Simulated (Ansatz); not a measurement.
# CHSi (doublet): inputs that go wrong at distance C2–H3 = 2.880 Å

3 inputs are run for CHSi (doublet) as typed; the log has to tell whether the result can be used and what must change.

Method: the settings change from run to run; program: Ansatz 0.2.0, Gaussian basis.

16 further runs of the same task are left out: 10 that didn't finish, 6 set aside as unsound or not needed.

### 1 What is computed

The geometry derives from a PBE0/def2-TZVP stationary point (not a proven minimum). One bond is set to the value named and the two fragments are kept rigid.

3 atoms, charge 0, spin multiplicity 2.

Atoms are counted from 1 here; the program's logs count them from 0.

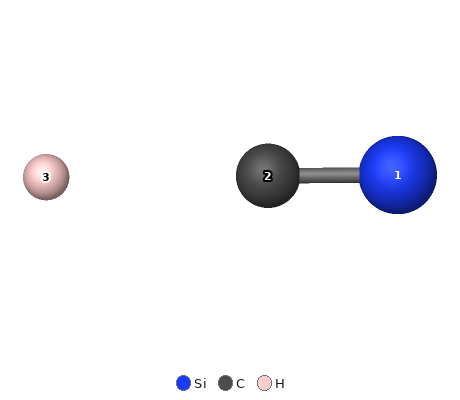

The geometry (silicon blue, carbon dark grey, hydrogen pink); atoms are numbered from 1 in the order of the file.

### 2 Attempt 1

The input, in.yaml:

```yaml
crystal:
  periodic: [false, false, false]
  atoms:
    - {symbol: Si, position_ang: [0.000000, 0.000000, -2.081634]}
    - {symbol: C, position_ang: [0.000000, 0.000000, -0.399183]}
    - {symbol: H, position_ang: [0.000000, 0.000000, 2.480817]}
basis:
  gaussian: {orbitals: STO-3G}
correlation: {method: sc_nevpt2, electrons: all, active_space: {window: {electrons: 3, orbitals: 3}}}
magnetization: {spin_polarized: true, initial_magnetization: 1}
```

Launch:

```console
ansatz run in.yaml --threads 1 --pin off --events-out ev --progress --plain --max-ram 2393MiB
```

What it wrote:

```text
Error: invalid value for `correlation.active_space`: it starts from restricted Hartree–Fock orbitals; set hamiltonian.xc: hf without magnetization.spin_polarized
```

It took 0.03 s on 1 thread of Arm Neoverse V1, shared host.

What is wrong: The run was refused. An active space is asked on unrestricted orbitals. Fix: drop spin_polarized: true.

### 3 Attempt 2

The input, in.yaml:

```yaml
crystal:
  periodic: [false, false, false]
  atoms:
    - {symbol: Si, position_ang: [0.000000, 0.000000, -2.081634]}
    - {symbol: C, position_ang: [0.000000, 0.000000, -0.399183]}
    - {symbol: H, position_ang: [0.000000, 0.000000, 2.480817]}
basis:
  gaussian: {orbitals: cc-pVDZ}
magnetization: {spin_polarized: false, initial_magnetization: 1}
correlation: {method: ccsd, electrons: outside_noble_gas, diis_vectors: 12}
accuracy: high
scf: {lower_state_search: off}
frozen_core: true
```

Launched as before.

What it wrote:

```text
Error: YAML parse error: error: line 13 column 1: unknown field `frozen_core`, expected one of crystal, accuracy, basis, kpoints, hamiltonian, magnetization, projection, total_charge, correlation, batch, efield, external_charges, scf, relax, neb, saddle, md, ramp, phonons, dielectric, real_time, elastic, magnetic_configurations, gw, evaluate, workflow, output, checkpoint, execution
  --> <input>:13:1
   |
11 | accuracy: high
12 | scf: {lower_state_search: off}
13 | frozen_core: true
   | ^ unknown field `frozen_core`, expected one of crystal, accuracy, basis, kpoints, hamiltonian, magnetization, projection, total_charge, correlation, batch, efield, external_charges, scf, relax, neb, saddle, md, ramp, phonons, dielectric, real_time, elastic, magnetic_configurations, gw, evaluate, workflow, output, checkpoint, execution
```

Wall time 0.03 s (1 thread of Arm Neoverse V1, shared host).

**Diagnosis.** The run was refused. The input holds a key that the program doesn't read here. Cure: remove it or spell it as the reference does.

### 4 Attempt 3

The input, in.yaml:

```yaml
crystal:
  periodic: [false, false, false]
  atoms:
    - {symbol: Si, position_ang: [0.000000, 0.000000, -2.081634]}
    - {symbol: C, position_ang: [0.000000, 0.000000, -0.399183]}
    - {symbol: H, position_ang: [0.000000, 0.000000, 2.480817]}
basis:
  gaussian: {orbitals: cc-pVDZ}
magnetization: {spin_polarized: false, initial_magnetization: 1}
correlation: {active_space: {window: {electrons: 1, orbitals: 7}}}
frozen_core: true
output: {forces: true}
```

The command is unchanged.

What it wrote:

```text
Error: YAML parse error: error: line 11 column 1: unknown field `frozen_core`, expected one of crystal, accuracy, basis, kpoints, hamiltonian, magnetization, projection, total_charge, correlation, batch, efield, external_charges, scf, relax, neb, saddle, md, ramp, phonons, dielectric, real_time, elastic, magnetic_configurations, gw, evaluate, workflow, output, checkpoint, execution
  --> <input>:11:1
   |
 9 | magnetization: {spin_polarized: false, initial_magnetization: 1}
10 | correlation: {active_space: {window: {electrons: 1, orbitals: 7}}…
11 | frozen_core: true
   | ^ unknown field `frozen_core`, expected one of crystal, accuracy, basis, kpoints, hamiltonian, magnetization, projection, total_charge, correlation, batch, efield, external_charges, scf, relax, neb, saddle, md, ramp, phonons, dielectric, real_time, elastic, magnetic_configurations, gw, evaluate, workflow, output, checkpoint, execution
12 | output: {forces: true}
   |
```

Wall time 0.03 s (1 thread of Arm Neoverse V1, shared host).

Diagnosis: The run was refused. The input holds a key that the program doesn't read here. To mend it, remove it or spell it as the reference does.

### 5 How the runs ended

```csv
attempt,level,ended,cause,time
1,"NEVPT2(3,3)/STO-3G",refused,an active space is asked on unrestricted orbitals,0.03 s
2,CCSD on ROHF/cc-pVDZ,refused,the input holds a key that the program doesn't read here,0.03 s
3,"CASSCF(1,7)/cc-pVDZ",refused,the input holds a key that the program doesn't read here,0.03 s
```

3 refused.
